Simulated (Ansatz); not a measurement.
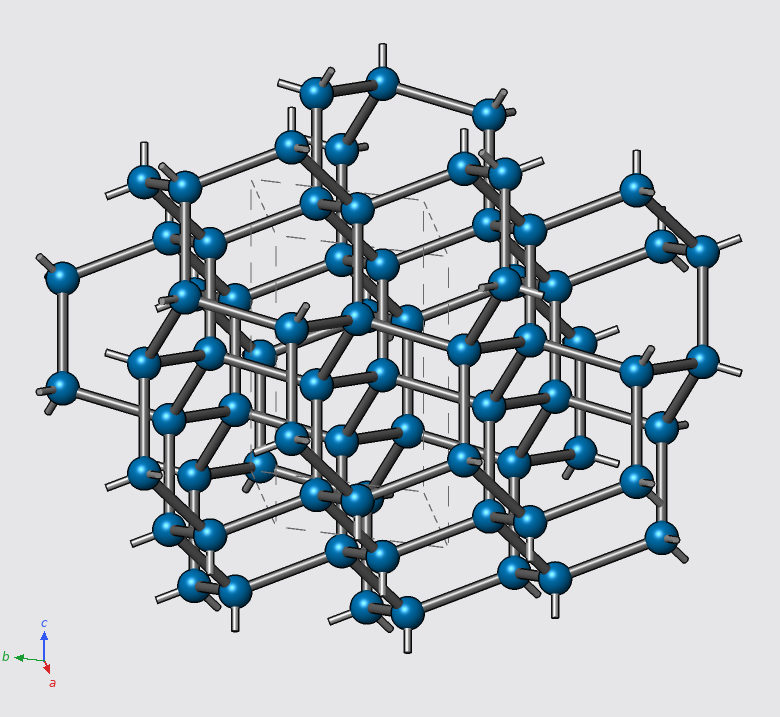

A cut-out of a periodic net derived from a crystal structure. Nodes are coloured by topological kind. Short stubs are edges that leave the cut-out.

> Describe the net.

A uninodal 4-connected, three-periodic net. It is the lon net, known from lonsdaleite, wurtzite and tridymite.

> Give point symbol and coordination sequence.

6^6, sequence 4, 12, 25, 44, 67, 96.

The net was derived as follows. SiC (space group P6_3mc, No. 186). Coordinates: the geometry relaxed (final pressure about 3 GPa) with Ansatz, DFT LDA, scalar-relativistic, plane waves, PAW. Bonds are taken as C–Si below 2.1 Å; no other contact counts. Simplification: prune 0- and 1-connected atoms, fold 2-connected ones into links. Si and C are 4-connected nodes.
